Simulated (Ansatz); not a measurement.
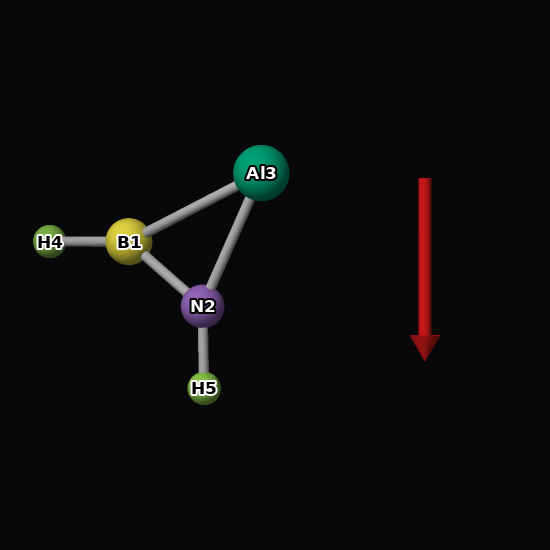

The arrow beside the molecule shows the direction of the dipole moment, from the negative to the positive end (its length means nothing). State: neutral, doublet. The computed structure is the end point of a PBE-D4/def2-SVP optimisation. No frequency run is at hand to confirm it as a minimum. Level of theory: UKS PBE-D4/def2-SVP (Ansatz 0.2.0).

Question: How large is the dipole moment?

Answer: 1.79 D; it points from the side of Al3 to the side of H5 (the outermost atoms at the two ends).
